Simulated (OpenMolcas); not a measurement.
Multiconfigurational calculation for Ru⁴⁺ complex (part 2 of 2)

Continued. System: Ru⁴⁺ with 6 ligands (F; octahedron, 1.886 Å), embedded in Cs2GeF6 by model potentials and point charges, whose field is part of the energies. Method: state-averaged CASSCF, active space 4 electrons in the shell 4d, basis ANO-RCC-VTZP on the metal and ANO-RCC-VDZP on the ligands, DKH2 scalar Hamiltonian, spin-orbit coupling by RASSI with atomic mean-field integrals (OpenMolcas).

## Log (extracts), continued
```
--- RASSI ---
SPIN-FREE ENERGIES:
  (Shifted by EMIN (a.u.) =      -5125.3217789813)

 SF State       Relative EMIN(au)   Rel lowest level(eV)    D:o, cm**(-1)

     6             0.0000000000        0.0000000000              0.0000
     7             0.0000000000        0.0000000000              0.0000
     8             0.0000000000        0.0000000000              0.0000
    51             0.0423623578        1.1527384797           9297.4629
    52             0.0423623578        1.1527384797           9297.4629
    53             0.0423623578        1.1527384797           9297.4629
    54             0.0480097470        1.3064117703          10536.9215
    55             0.0480097480        1.3064117955          10536.9217
     1             0.0600945996        1.6352573610          13189.2401
     2             0.0600946001        1.6352573756          13189.2402
    56             0.0949560123        2.5838847278          20840.4358
     9             0.1317933540        3.5862798600          28925.2978
    10             0.1317933540        3.5862798600          28925.2978
    12             0.1379242463        3.7531099386          30270.8731
    13             0.1379242463        3.7531099386          30270.8731
    11             0.1379242463        3.7531099386          30270.8731
    14             0.1415505478        3.8517866301          31066.7543
    15             0.1415505478        3.8517866301          31066.7543
    16             0.1415505478        3.8517866301          31066.7543
    17             0.1477729530        4.0211069001          32432.4144
    18             0.1535645955        4.1787055230          33703.5330
    20             0.1606954700        4.3727465028          35268.5790
    19             0.1606954700        4.3727465028          35268.5790
    57             0.1709655654        4.6522100352          37522.6044
    58             0.1709655654        4.6522100352          37522.6044
    59             0.1709655659        4.6522100487          37522.6046
    60             0.1717111279        4.6724978249          37686.2365
    61             0.1807274127        4.9178434324          39665.0823
    62             0.1807274127        4.9178434324          39665.0823
    63             0.1807274127        4.9178434324          39665.0823
    64             0.1887846494        5.1370920130          41433.4413
    65             0.1887846494        5.1370920130          41433.4413
    22             0.2085324673        5.6744575124          45767.5864
    21             0.2085324673        5.6744575124          45767.5864
    23             0.2085324673        5.6744575124          45767.5864
     4             0.2087499634        5.6803758833          45815.3213
     5             0.2087499634        5.6803758833          45815.3213
     3             0.2087499634        5.6803758833          45815.3213
    24             0.2102851335        5.7221499895          46152.2522
    25             0.2102851335        5.7221499895          46152.2522
Eigenvalues of complex Hamiltonian:
   -----------------------------------
  (Shifted by EMIN (a.u.) =      -5125.3217789813)

 SO State       Relative EMIN(au)   Rel lowest level(eV)    D:o, cm**(-1)

     1            -0.0068543473        0.0000000000              0.0000
     2            -0.0034470693        0.0927167569            747.8111
     3            -0.0034470693        0.0927167567            747.8111
     4            -0.0034470693        0.0927167570            747.8111
     5             0.0013722417        0.2238568905           1805.5276
     6             0.0013722417        0.2238568908           1805.5276
     7             0.0013848818        0.2242008441           1808.3018
     8             0.0013848818        0.2242008444           1808.3018
     9             0.0013848818        0.2242008442           1808.3018
    10             0.0419138500        1.3270502519          10703.3821
    11             0.0419138500        1.3270502519          10703.3821
    12             0.0419138500        1.3270502518          10703.3821
    13             0.0474844616        1.4786343163          11925.9900
    14             0.0474844625        1.4786343412          11925.9902
    15             0.0597027410        1.8111106358          14607.5924
    16             0.0598269603        1.8144908169          14634.8554
    17             0.0598269605        1.8144908221          14634.8554
    18             0.0598269608        1.8144908294          14634.8555
    19             0.0599533149        1.8179291004          14662.5870
    20             0.0599533149        1.8179291003          14662.5870
    21             0.0600632704        1.8209211411          14686.7195
    22             0.0600632707        1.8209211483          14686.7195
    23             0.0600632709        1.8209211536          14686.7196
    24             0.0601730463        1.8239082961          14710.8125
    25             0.0947308097        2.7642729430          22295.3649
    26             0.1308011117        3.7457958635          30211.8811
    27             0.1308011117        3.7457958637          30211.8811
    28             0.1308011117        3.7457958639          30211.8811
    29             0.1314448035        3.7633116085          30353.1551
    30             0.1314448035        3.7633116086          30353.1551
    31             0.1314448035        3.7633116087          30353.1551
    32             0.1337525997        3.8261099426          30859.6579
    33             0.1351313151        3.8636266991          31162.2509
    34             0.1351313151        3.8636266993          31162.2509
    35             0.1351313151        3.8636266995          31162.2509
    36             0.1389040294        3.9662874871          31990.2660
    37             0.1389040295        3.9662874896          31990.2660
    38             0.1395016309        3.9825490500          32121.4243
    39             0.1395016308        3.9825490499          32121.4243
    40             0.1395016308        3.9825490494          32121.4243
    41             0.1395686151        3.9843717836          32136.1257
Weights of the five most important spin-orbit-free states for each spin-orbit state.

 SO State  Total energy (au)           Spin-free states, spin, and weights
 -------------------------------------------------------------------------------------------------------
    1        -0.006854       7 1.0  0.3257    6 1.0  0.3257    8 1.0  0.3257   56 0.0  0.0080    1 2.0  0.0059
    2        -0.003447       7 1.0  0.4889    6 1.0  0.4231    8 1.0  0.0759    1 2.0  0.0082    2 2.0  0.0013
    3        -0.003447       8 1.0  0.4524    7 1.0  0.3834    6 1.0  0.1522    2 2.0  0.0077    1 2.0  0.0017
    4        -0.003447       8 1.0  0.4597    6 1.0  0.4126    7 1.0  0.1157    2 2.0  0.0051    1 2.0  0.0043
    5         0.001372       6 1.0  0.5242    8 1.0  0.4033    7 1.0  0.0576   54 0.0  0.0045    1 2.0  0.0034
    6         0.001372       7 1.0  0.5992    8 1.0  0.2534    6 1.0  0.1325   55 0.0  0.0045    1 2.0  0.0034
    7         0.001385       7 1.0  0.4017    8 1.0  0.3496    6 1.0  0.2321   51 0.0  0.0072   53 0.0  0.0020
    8         0.001385       8 1.0  0.3708    7 1.0  0.3381    6 1.0  0.2745   52 0.0  0.0067   53 0.0  0.0038
    9         0.001385       6 1.0  0.4768    8 1.0  0.2630    7 1.0  0.2436   53 0.0  0.0047   51 0.0  0.0034
   10         0.041914      53 0.0  0.5810   51 0.0  0.3938   52 0.0  0.0062    7 1.0  0.0041    6 1.0  0.0039
   11         0.041914      52 0.0  0.7250   53 0.0  0.1378   51 0.0  0.1183    7 1.0  0.0053    8 1.0  0.0040
   12         0.041914      51 0.0  0.4690   53 0.0  0.2622   52 0.0  0.2499    6 1.0  0.0054    8 1.0  0.0040
```

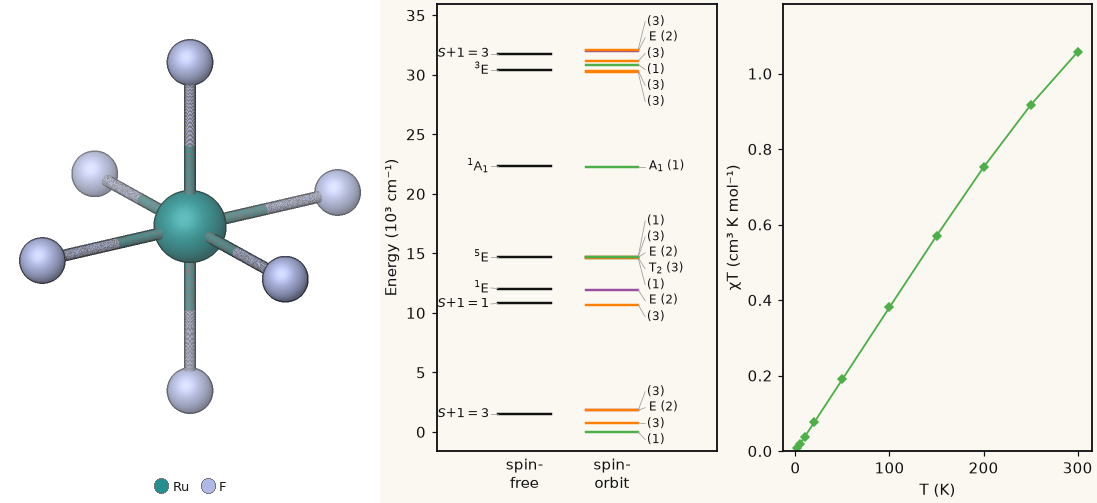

Ru⁴⁺ (4d⁴) as a dopant in Cs₂GeF₆, a cluster with its 6 nearest F⁻ at 1.886 Å (octahedron) embedded in model potentials and point charges; the geometry was set, not optimised, and its levels and susceptibility. Labels give the representation in O, Td, D4 or D3 as the site allows (double group for half-integer spin) where it could be assigned and, in brackets, the degeneracy; spin-free states, where drawn, share the zero of the spin-orbit levels. Powder susceptibility by Van Vleck's formula. The ground level is non-degenerate, 98 % from states of spin multiplicity 3. The next level lies at 748 cm⁻¹. χT is 0.00762 cm³ K mol⁻¹ at 2 K and 1.06 at 300 K, an effective moment of 2.91 μB. The active orbitals hold 74 to 88 % metal character (Löwdin), and the Mulliken charge of the metal is +2.15.

## Results in brief

```tsv
quantity	value
outcome	converged
energy of the lowest spin-free term	−5125.32178 hartree
energy of the lowest spin-orbit level	−5125.32863 hartree
largest spread among components of a term	0.0 cm⁻¹
wall time	52 s
peak memory	0.4 GiB
```

## Notes

Without dynamic correlation the splittings between terms come out too large, often by 20 to 50 %. To bear in mind: small active space favours high spin, ground spin may be wrong; covalent bonds, ligand orbitals missing from the active space; the geometry is set by hand, with no relaxation.
